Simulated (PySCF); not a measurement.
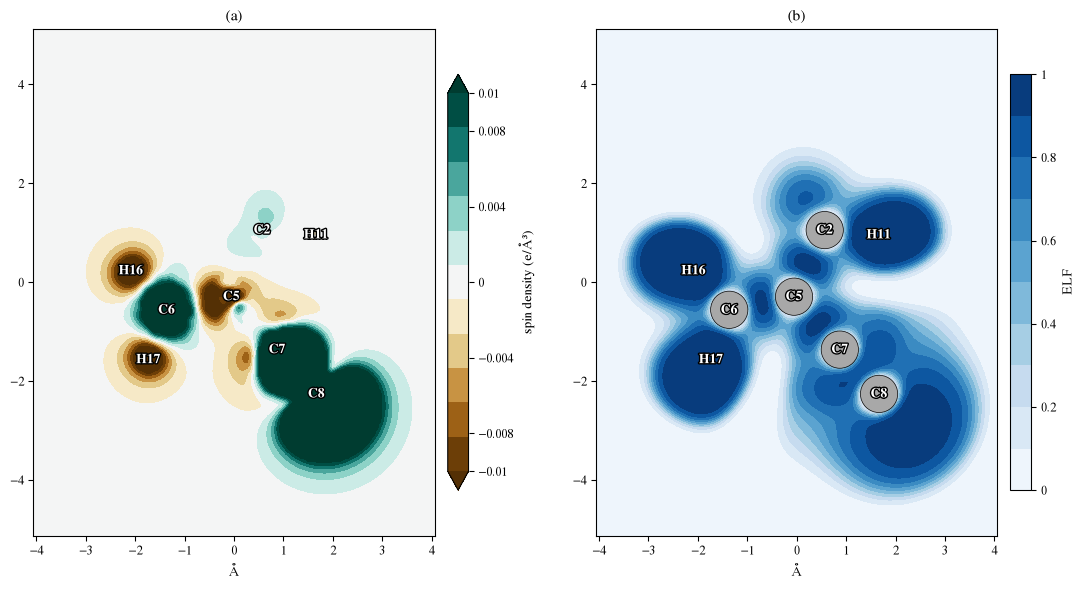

C₅H₉BNSi (doublet). (a) spin density; (b) ELF on the plane of atoms H16, C6 and H17. Grey discs cover the atomic cores in the ELF map.

Geometry: GFN2-xTB.

All numbers below come from PySCF, UKS B3LYP, pcH-1 on B C H N Si, non-relativistic, mean-field spin-orbit, GIAO.

```xyz
17

B     0.2955    1.6580    1.3943
C     0.0136    0.2475    0.8367
Si   -1.5171    0.4418   -0.3391
N    -1.6176   -1.0918   -1.0979
C     1.0781   -0.4274    0.0494
C     1.7724    0.1120   -0.9592
C     1.3105   -1.7876    0.4083
C     1.7007   -2.8096    0.9229
H    -0.3627    2.0646    2.2724
H     1.1307    2.3369    0.9372
H    -0.3543   -0.4328    1.6093
H    -2.6683    0.8318    0.4868
H    -1.2871    1.4372   -1.3876
H    -2.3893   -1.3272   -1.6970
H    -1.2229   -1.9157   -0.6725
H     1.5342    1.0923   -1.3349
H     2.5767   -0.4181   -1.4391
```

What do the fields say about this system?

Answer.
- The section cuts through C and H sites.
- C–C (1.21 Å): the ELF peaks at about 0.90 between the atoms: a short, multiple covalent bond.
- C–C (1.34 Å): the ELF peaks at about 0.95 between the atoms; a multiple bond.
- C–H (1.08 Å): the ELF climbs to about 1 towards the hydrogen, as it does in any bond to H (an ordinary covalent bond to hydrogen).
- The ELF also peaks beside C8, away from the bonds: non-bonding electrons, paired or unpaired.
- The unpaired spin (1 electron) lies mostly on C8 (about 0.5), C6 (about 0.3) and C7 (about 0.2), in electrons by Hirshfeld's partition.
